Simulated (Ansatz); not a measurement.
# Work function of Sc(0001): what the settings cost and change, part 2 of 2

How far do functional and pseudopotentials move the work function of Sc(0001), and at what cost?

Ansatz 0.2.0; plane-wave DFT, PBE, Ansatz PAW (the session's first sound run).

So far, work function, upper face (eV): step 2 (slab, setting PBE, Ansatz PAW (420 eV)) 3.65; step 5 (RPBE) 3.56; step 6 (r2SCAN) 3.75; step 7 (PBE JTH) 3.65; step 8 (PBE norm-conserving) 3.65.

## (9) Slab

This step: plane-wave DFT, LDA, norm-conserving (Ansatz 0.2.0).

Input file input.yaml:

```yaml
crystal:
  lattice:
    - [3.31, 0.0, 0.0]
    - [1.655, 2.8665440865, 0.0]
    - [0.0, 0.0, 33.82842]
  atoms:
    - { symbol: Sc, position: [0.0, 0.0, 0.2660484882] }
    - { symbol: Sc, position: [0.6666666667, 0.6666666667, 0.3440323255] }
    - { symbol: Sc, position: [0.0, 0.0, 0.4220161627] }
    - { symbol: Sc, position: [0.6666666667, 0.6666666667, 0.5] }
    - { symbol: Sc, position: [0.0, 0.0, 0.5779838373] }
    - { symbol: Sc, position: [0.6666666667, 0.6666666667, 0.6559676745] }
    - { symbol: Sc, position: [0.0, 0.0, 0.7339515118] }
kpoints:
  mp_grid: { grid: [14, 14, 1] }
hamiltonian:
  xc: lda
  pseudopotentials: { kind: nc }
scf:
  occupations: { method: fermi_dirac, width: 0.1 }
  convergence: { dr2_threshold: 1.0e-09 }
efield:
  axis: 3
  dipole_correction: true
  ramp_position: 0.97
  ramp_width: 0.06
output:
  write_potential: true
  write_density: true
  volumetric_format: npy
```

Run with:

```sh
$ ansatz run input.yaml --threads 2 --pin off --max-ram 3072MiB --backend cpu --events-out ev --progress --plain --runs-dir out
```

Numbers of over 12 decimals in the logs are rounded to 6 here.

The program printed:

```text
[...]
Crystal: 7 atoms, lattice volume = 320.973 Å³
Basis set: ecut = 1061.244064 eV, 25241 PW (Γ)
Bands: 47, of which v1, the nominal top of the filled ones, is band 39 counted from 1 (38 counted from 0)
Symmetry: 6 space group operations
k-points: 24 of 196 (time reversal used)
[...]
k-point 0: bands = [... 35 lower, 3.3140, 3.3151, 3.6862, 3.7251, 3.9330, 4.2455, 4.5344, 4.5344, ... 12 higher]
  k-point 1: bands = [... 35 lower, 3.3278, 3.3279, 3.5972, 3.6599, 3.8942, 4.2230, 4.4110, 4.4380, ... 12 higher]
  k-point 2: bands = [... 35 lower, 3.3086, 3.3262, 3.3866, 3.5332, 3.8163, 4.1394, 4.1659, 4.2068, ... 12 higher]
  k-point 23: bands = [... 35 lower, 2.7685, 2.8048, 2.9279, 2.9797, 3.1837, 3.3059, 3.4316, 3.5961, ... 12 higher]
[key lines of the parts left out:]
SCF converged after 14 iterations
Free energy (F): -9210.492575 eV
Fermi energy:    3.212989 eV
Dipole field:    D = -0.000002 V/Å  (p = -0.000004 e·Å, saw-weighted, corrected)
Work function:   Φ+ = 3.7809 eV   Φ− = 3.7809 eV
```

Run time: 3.1 min. Hardware: 2 threads of Intel Xeon 6975P-C (Granite Rapids), shared host; peak memory 2 GiB; 6.1 min of CPU time.

The work function is 3.781 eV, +0.134 eV from the run “PBE, Ansatz PAW (420 eV)”, at 5.6 times its CPU time.

## (10) Run, setting PBE, all layers relaxed

This step: plane-wave DFT, PBE, Ansatz PAW (Ansatz 0.2.0).

input.yaml, as its differences from that of step 9:

```diff
@@ -16,4 +16,3 @@
 hamiltonian:
-  xc: lda
-  pseudopotentials: { kind: nc }
+  xc: pbe
 scf:
@@ -26,2 +25,5 @@
   ramp_width: 0.06
+relax:
+  f_tol: 0.01
+  max_steps: 40
 output:
```

The program printed:

```text
[...]
Crystal: 7 atoms, lattice volume = 320.973 Å³
Basis set: ecut = 420 eV, 6413 PW (Γ), exchange–correlation on 48×48×480 points (8 copies of the dense FFT grid, shifted against one another)
Bands: 47, of which v1, the nominal top of the filled ones, is band 39 counted from 1 (38 counted from 0)
Symmetry: 6 space group operations
[...]
- { symbol: Sc, position: [0.666667, 0.666667, 0.346160] }
    - { symbol: Sc, position: [1.6914868429174585e-18, 0, 0.423307] }
    - { symbol: Sc, position: [0.666667, 0.666667, 0.500000] }
    - { symbol: Sc, position: [-1.6914907636015664e-18, 0, 0.576693] }
    - { symbol: Sc, position: [0.666667, 0.666667, 0.653840] }
    - { symbol: Sc, position: [-7.670889311510034e-18, 0, 0.728097] }
[key lines of the parts left out:]
SCF converged after 11 iterations
Free energy (F): -14949.425554 eV
Fermi energy:    3.432221 eV
Dipole field:    D = -0.000000 V/Å  (p = -0.000000 e·Å, saw-weighted, corrected)
Work function:   Φ+ = 3.5946 eV   Φ− = 3.5946 eV
```

Wall time 50 s (2 threads); peak memory 0.77 GiB; 96 s of CPU time.

The relaxation took 2 steps and lowered the energy by 0.039 eV; the largest force on the free atoms ends at 0.0064 eV/Å.

The work function is 3.595 eV, -0.052 eV from the run “PBE, Ansatz PAW (420 eV)”, at 1.5 times its CPU time.

## (11) Side by side

Times are for 2 threads of Intel Xeon 6975P-C (Granite Rapids), shared host. The runs compared:

| no. | setting | work function, upper face (eV) | time | memory (GiB) |
| --- | --- | --- | --- | --- |
| 1 | PBE, Ansatz PAW (420 eV) | 3.647 | 40 s | 0.84 |
| 2 | LDA, Ansatz PAW (420 eV) | 3.781 | 42 s | 0.83 |
| 3 | PBEsol, Ansatz PAW (420 eV) | 3.697 | 42 s | 0.83 |
| 4 | RPBE, Ansatz PAW (420 eV) | 3.559 | 43 s | 0.83 |
| 5 | r2SCAN, Ansatz PAW (500 eV) | 3.748 | 67 s | 1.3 |
| 6 | PBE, JTH PAW (1350 eV) | 3.646 | 3.2 min | 2.7 |
| 7 | PBE, norm-conserving (1061 eV) | 3.648 | 2.7 min | 2.1 |
| 8 | LDA, norm-conserving (1061 eV) | 3.781 | 3.1 min | 2.0 |
| 9 | PBE, all layers relaxed | 3.595 | 50 s | 0.77 |

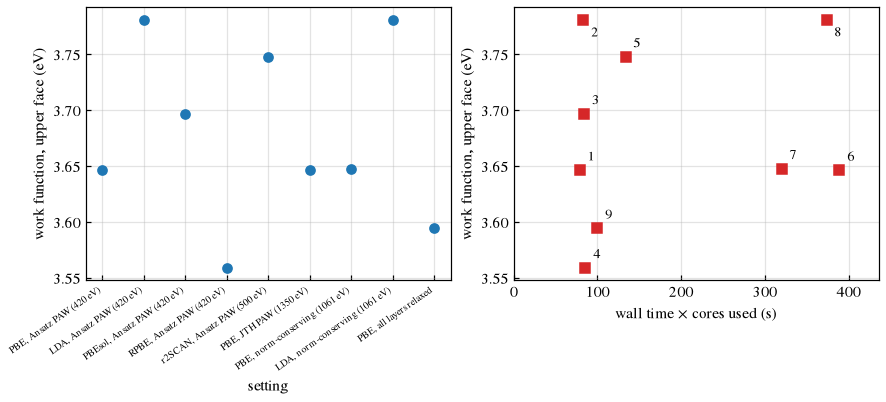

The series as plots; the last panel sets the first result against cost, with the runs numbered as in the table.

## (12) The same run with other settings

An input spoilt on purpose, to show how the run answers: it repeats the earlier run “PBE, Ansatz PAW (420 eV)” with efield.amplitude to 3.0, and scf.max_iter set to 100; its output block differs too.

input.yaml, as its differences from that of step 10:

```diff
@@ -20,2 +20,3 @@
   convergence: { dr2_threshold: 1.0e-09 }
+  max_iter: 100
 efield:
@@ -25,5 +26,3 @@
   ramp_width: 0.06
-relax:
-  f_tol: 0.01
-  max_steps: 40
+  amplitude: 3.0
 output:
```

The program printed:

```text
[...]
Crystal: 7 atoms, lattice volume = 320.973 Å³
Basis set: ecut = 420 eV, 6413 PW (Γ)
Bands: 47, of which v1, the nominal top of the filled ones, is band 39 counted from 1 (38 counted from 0)
Symmetry: 6 space group operations
k-points: 24 of 196 (time reversal used)
[...]
SCF iter   1: F=—  HF=-14963.089735 eV  |F-HF|=—  |Δ(HF+E_count)|=         —  Δρ=4.75e-2  dr2=5.75e2  ethr=3.10e-3  p=3.357 e·Å  D=1.89e0 V/Å  ΔV_dip=-64.03 eV  dr2_dipole=2.71e2  V_vac-E_F(+/−)=23.85/5.98 eV  ⟨swp⟩=11.4  Hψ=6265  notcnv=0
[...]
SCF iter  24: F=-14954.299326 eV  HF=-14954.299326 eV  |F-HF|=2.16e-10  |Δ(HF+E_count)|=  5.80e-10  Δρ=1.93e-7  dr2=3.07e-10  ethr=1.30e-12  p=3.271 e·Å  D=1.84e0 V/Å  ΔV_dip=-62.38 eV  dr2_dipole=6.83e-11  V_vac-E_F(+/−)=19.52/0.54 eV  ⟨swp⟩=9.8  Hψ=5045  notcnv=0
WARN: efield: at this solve's end the planar-averaged density reaches 3.89e-3 e/Å³ inside the ramp window [0.9404, 0.1510] (bound 1e-5 e/Å³); the window's nearer edge stands 3.89 Å from this solve's nearest atom along the axis. Its free energy, forces, stress, dipole, levels and responses can be off, and this figure does not tell by how much. The cell may have no vacuum along `efield.axis`. A short vacuum, a low `basis.ecutwfc` or `basis.ecutrho_ratio` and negative occupations (`scf.occupations.method`) can put density there. See the manual's quickstart, § The vacuum guard
SCF 1 converged in 24 iterations: F = -14954.299326 eV  dr2 = 3.07e-10
[...]
SCF converged after 24 iterations
Free energy (F): -14954.299326 eV
[...]
Internal energy: -14953.816156 eV  (E = F + TS)
E sigma→0 (E₀):  -14954.057741 eV
Entropy (-TS):   -0.483170 eV (-69.024 meV/atom)
Fermi energy:    2.793059 eV
Dipole field:    D = 1.844043 V/Å  (p = 3.270978 e·Å, saw-weighted, corrected)
Work function:   not extracted (applied field tilts the vacuum); planar V_es + V_field profile in the machine report
[...]
Vacuum region:   at the solve's end the planar-averaged density reaches 3.89e-3 e/Å³ inside the ramp window [0.9404, 0.1510] (bound 1e-5 e/Å³)
[...]
--- Band table (eV; the first three rows and the last of 24) ---
  k-point 0: bands = [... 35 lower, 2.3606, 3.1925, 3.2821, 3.5028, 3.6501, 3.8700, 4.1095, 4.1095, ... 12 higher]
  k-point 1: bands = [... 35 lower, 2.4146, 3.1149, 3.2172, 3.4417, 3.6120, 3.8566, 3.9984, 4.0718, ... 12 higher]
  k-point 2: bands = [... 35 lower, 2.5457, 2.9241, 3.0582, 3.2883, 3.5106, 3.7406, 3.7879, 3.8378, ... 12 higher]
  k-point 23: bands = [... 35 lower, 2.3439, 2.3917, 2.5033, 2.5586, 2.7639, 2.8969, 3.0136, 3.1936, ... 12 higher]
```

It took 1.7 min on 2 threads; peak memory 0.82 GiB.

In so strong a field the program warns of density in the ramp of the sawtooth; these numbers are not the system's.

## (13) Summary of results

- work function, PBE, Ansatz PAW (420 eV): 3.647 eV
- work function, LDA, Ansatz PAW (420 eV): 3.781 eV
- work function, RPBE, Ansatz PAW (420 eV): 3.559 eV
- work function, r2SCAN, Ansatz PAW (500 eV): 3.748 eV
- work function, LDA, norm-conserving (1061 eV): 3.781 eV
- work function, PBE, all layers relaxed: 3.595 eV

In words: PBE on the default files gives 3.65 eV, and the settings tried spread the value from 3.56 to 3.78 eV. At one geometry LDA lies 0.13 eV above PBE. The choice of pseudopotentials moves the PBE value by 0.002 eV. Relaxing the layers changes it by -0.052 eV. The ladder's slabs use the tabulated experimental lattice constant (two decimals; a low-temperature value for the alkali metals).

[Logs are printed without paths, hosts, clocks, repeated set-up lines and the standing remarks that a program may print on its own settings, such as how far it seeks lower states.]

[Hosts, paths, dates, database ids (printed as entryN), source tags and the programs' standing remarks are cut or masked in the printed files.]

[Maps of the electrostatic potential energy from Ansatz leave out the sawtooth potential of an applied field or a dipole correction, so their vacuum need not be flat; planar profiles and work functions include it.]
